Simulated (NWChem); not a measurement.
# CAM-B3LYP/DGauss-DZVP run of Si2H6 (disilane)

What is the vertical ionisation energy of Si2H6 (disilane) at CAM-B3LYP/DGauss-DZVP? 

The results are computed with NWChem 7.3.0.

### Step 1. The structure to begin with

Si2H6: 8 atoms, total charge 0, spin state singlet. As SMILES, `[SiH3][SiH3]`. The coordinates come from a PBE0-D4/def2-TZVP relaxation.

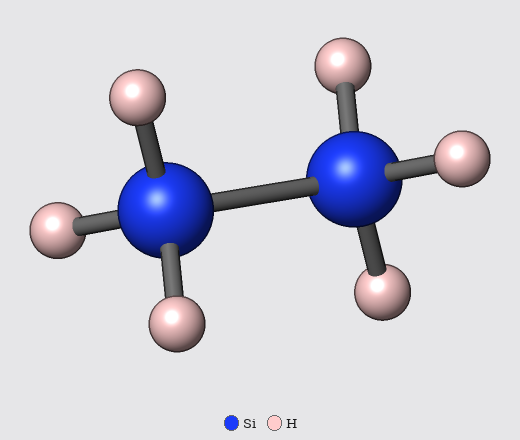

Viewed from a chosen angle; silicon blue, hydrogen pink.

### Step 2. A single-point energy at CAM-B3LYP/DGauss-DZVP

Input file job.nw:

```
start job
title "H6Si2"
memory total 2200 mb
charge 0

geometry units angstroms noautosym nocenter noautoz
Si   -0.340500    0.490200   -1.004900
Si    0.363500   -0.504400    0.991000
H     0.833900    0.948200   -1.794900
H    -1.112900   -0.483900   -1.821900
H    -1.208000    1.664100   -0.717900
H     1.139000    0.468600    1.806300
H     1.228100   -1.680500    0.704000
H    -0.811000   -0.959200    1.782600
end

basis spherical bse
* library DGauss-DZVP
end

dft
xc xcamb88 1.00 lyp 0.81 vwn_5 0.19 hfexch 1.00
cam 0.33 cam_alpha 0.19 cam_beta 0.46
grid fine
convergence energy 1e-08
direct
iterations 100
mulliken
noprint "final vectors analysis"
end

task dft
```

Started as:

```sh
nwchem job.nw > job.out
```

The program printed:

```text
[...]
          Wavefunction type:  closed shell.
          No. of atoms     :     8
          No. of electrons :    34
[...]
          Charge           :     0
          Spin multiplicity:     1
[...]
          AO basis - number of functions:    48
[...]
              XC Information
              --------------
                     Hartree-Fock (Exact) Exchange  1.000
                   CAM-Becke88 Exchange Functional  1.000
                      VWN V Correlation Functional  0.190 local
              Lee-Yang-Parr Correlation Functional  0.810
[...]
 d= 0,ls=0.0,diis     1   -582.4733570550 -6.73D+02  8.55D-03  1.19D-01     1.5
[...]
 d= 0,ls=0.0,diis     7   -582.4945272833 -6.58D-10  3.54D-07  2.27D-11     8.7
         Total DFT energy =     -582.494527283308
      One electron energy =     -986.181813595504
           Coulomb energy =      356.825126618050
    Exchange-Corr. energy =      -43.910928040744
 Nuclear repulsion energy =       90.773087734890
[...]
      Total Density - Mulliken Population Analysis
     ---------------------------------------------
    Atom       Charge   Shell Charges
 -----------   ------   -------------------------------------------------------
    1 Si  14    13.90   2.00  2.00  0.89  0.42  5.99  2.27  0.21  0.13
    2 Si  14    13.90   2.00  2.00  0.89  0.42  5.99  2.27  0.21  0.13
    3 H    1     1.03   0.55  0.48
    4 H    1     1.03   0.55  0.48
    5 H    1     1.03   0.55  0.48
    6 H    1     1.03   0.55  0.48
    7 H    1     1.03   0.55  0.48
    8 H    1     1.03   0.55  0.48
[...]
```

Run time: 9.3 s. Hardware: 1 thread of Intel Xeon Platinum 8488C (Sapphire Rapids), shared host; peak memory 0.12 GiB.

### Step 3. The doublet cation at the same level

Input file mymol.nw:

```
start mymol
memory stack 880 mb heap 220 mb global 1100 mb
charge 1

geometry units angstroms noautosym nocenter noautoz
   Si    -0.340500     0.490200    -1.004900
   Si     0.363500    -0.504400     0.991000
   H      0.833900     0.948200    -1.794900
   H     -1.112900    -0.483900    -1.821900
   H     -1.208000     1.664100    -0.717900
   H      1.139000     0.468600     1.806300
   H      1.228100    -1.680500     0.704000
   H     -0.811000    -0.959200     1.782600
end

basis spherical bse
   * library DGauss-DZVP
end

dft
   xc xcamb88 1.00 lyp 0.81 vwn_5 0.19 hfexch 1.00
   cam 0.33 cam_alpha 0.19 cam_beta 0.46
   mult 2
   grid fine
   convergence energy 1e-08
   direct
   iterations 100
   mulliken
   print low
end

task dft
```

Started as:

```sh
nwchem mymol.nw > mymol.out
```

The program printed:

```text
[...]
 d= 0,ls=0.0,diis     1   -582.0611477403 -6.73D+02  6.46D-03  1.18D-01     2.7
[...]
 d= 0,ls=0.0,diis     8   -582.1039334690 -4.41D-09  6.90D-07  1.33D-10    14.3
[...]
         Total DFT energy =     -582.103933469017
      One electron energy =     -977.617650573412
           Coulomb energy =      348.347595360692
    Exchange-Corr. energy =      -43.606965991187
 Nuclear repulsion energy =       90.773087734890
[...]
      Total Density - Mulliken Population Analysis
     ---------------------------------------------
    Atom       Charge   Shell Charges
 -----------   ------   -------------------------------------------------------
    1 Si  14    13.74   2.00  2.00  0.99  0.40  5.99  2.19  0.05  0.13
    2 Si  14    13.74   2.00  2.00  0.99  0.40  5.99  2.19  0.05  0.13
    3 H    1     0.92   0.53  0.39
    4 H    1     0.92   0.53  0.39
    5 H    1     0.92   0.53  0.39
    6 H    1     0.92   0.53  0.39
    7 H    1     0.92   0.53  0.39
    8 H    1     0.92   0.53  0.39
[...]
      <S2> =      0.7526 (Exact =     0.7500)
[...]
```

Wall time 15 s (1 thread of Intel Xeon Platinum 8488C (Sapphire Rapids), shared host); peak memory 0.12 GiB.

### Step 4. What came out

Level: CAM-B3LYP/DGauss-DZVP.

| quantity | value |
| --- | --- |
| singlet Si2H6: total energy | -582.49453 Eh |
| singlet Si2H6: dipole moment | 0.00 D |
| doublet cation: total energy | -582.10393 Eh |
| doublet cation: ⟨S²⟩ | 0.753 |
| vertical ionisation energy (to the doublet cation) | 10.629 eV |

Removing an electron at fixed nuclei costs 10.63 eV (245 kcal/mol).
